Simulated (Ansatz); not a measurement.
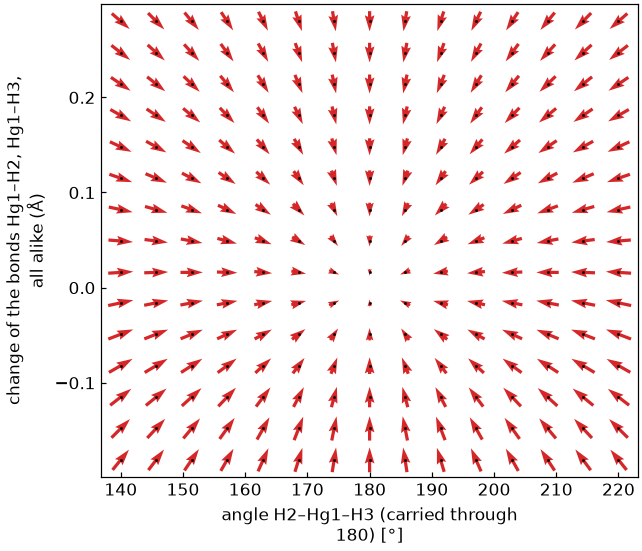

HgH2. The first coordinate is: angle H2–Hg1–H3 (carried through 180); the second: change of the bonds Hg1–H2, Hg1–H3, all alike. Nothing is relaxed (all other coordinates rigid). The scan uses a 15 × 15 grid; 120 points were computed and 105 follow by symmetry. Points are written as (first, second). Theory: RKS r2SCAN-D4/def2-TZVP in Ansatz 0.2.0.

In the figure: dots at the grid points, arrows along the force (downhill), their lengths compressed.

The arrows alone are given. Where is the energy lowest?

The arrows converge at about (180°, 0.000 Å) (read from the interpolated surface).

The energy map of the same scan:

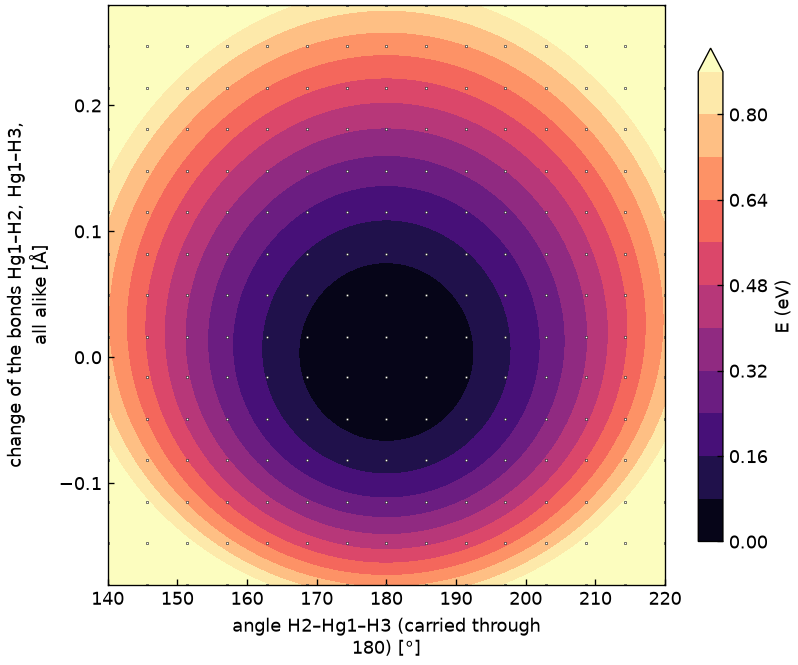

Energies are in eV, from the relaxed molecule at the same level; between grid points the surface is interpolated.
